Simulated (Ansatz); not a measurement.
The reference is Nb in the bcc (W type) structure (space group Im-3m, No. 229; a = 3.271 Å). Axes: x, y, z lie along the cube axes.

Structures relaxed with plane-wave PAW DFT at the PBEsol level (Ansatz, a quantum-chemistry and plane-wave program, 420 eV), without spin-orbit coupling.

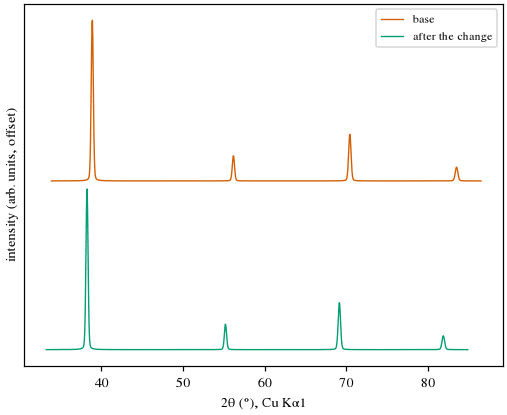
Figure. Simulated powder patterns before (top) and after one change

Q: Name the change that was made.
(A) uniaxial strain ε_yy = −4.35 %
(B) isotropic strain +1.62 %
(C) tensor shear ε_xy = −3.44 %
(D) uniaxial strain ε_zz = +2.39 %

A: B, isotropic strain +1.62 %. Its volume per atom is 18.37 Å³ against 17.50 Å³, and its space group is Im-3m (No. 229).

Stability against distortions was not tested. The final runs are not spin-polarised.
